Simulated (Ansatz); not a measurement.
Band structure of FePt (P4/mmm, 2 atoms in the cell).

```
FePt
1.0
    2.79374     0.00000     0.00000
    0.00000     2.79374     0.00000
    0.00000     0.00000     3.82743
Fe Pt
1 1
Direct
  0.00000   0.00000   0.00000
  0.50000   0.50000   0.50000
```
Moments meant for the start (each program seeds them in its own way; μB, in the order of the atoms Fe Pt): 4.0 1.0.

Method: PBE, PAW files (plane waves; Ansatz, a quantum-chemistry and plane-wave program).

Settings: basis.ecutwfc = 420 eV; kpoints.mp_grid.grid = 12 12 9; hamiltonian.xc = pbe; hamiltonian.pseudopotentials = {kind: paw} (the program's default PAW files); magnetization.spin_polarized = true; scf.occupations.method = fermi_dirac; scf.occupations.width = 0.136 eV; kpoints.band_path.npoints = 8.

The starting cell comes from a database of computed structures (which also holds hypothetical and non-ambient phases and stackings), without a prior relaxation at this level. Its lattice was rescaled by a random factor within 2.5 % of one. Spin-orbit coupling is off. The magnetic order is the one reached from the typed start; others were not searched systematically.

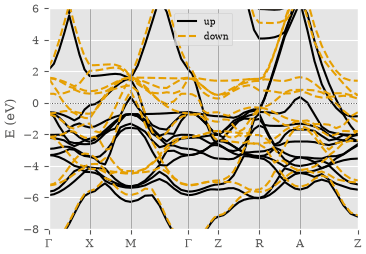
*Bands along the path, energies from the Fermi level.*

Levels in eV from the Fermi level, bands 16 to 23 of the first spin channel:
| point | 16 | 17 | 18 | 19 | 20 | 21 | 22 | 23 |
|---|---|---|---|---|---|---|---|---|
| Γ | -2.03 | -0.62 | -0.59 | -0.59 | 2.11 | 8.71 | 11.09 | 11.09 |
| X | -2.46 | -2.27 | -1.56 | -0.15 | 1.71 | 9.85 | 9.85 | 11.48 |
| M | -0.71 | -0.71 | 0.37 | 1.53 | 1.53 | 6.81 | 8.97 | 10.40 |
| Z | -2.42 | -2.03 | -2.03 | -2.03 | -0.84 | 15.09 | 15.13 | 15.42 |
| R | -1.02 | -0.69 | -0.57 | -0.54 | -0.40 | 4.08 | 5.96 | 15.86 |
| A | -1.70 | -1.32 | 0.38 | 6.41 | 6.41 | 7.01 | 7.58 | 7.83 |

Bands cross the Fermi level along this path, so the cell is metallic at this level.

The net moment of the cell came out as 3.42 μB.

Keys are those of Ansatz 0.2.
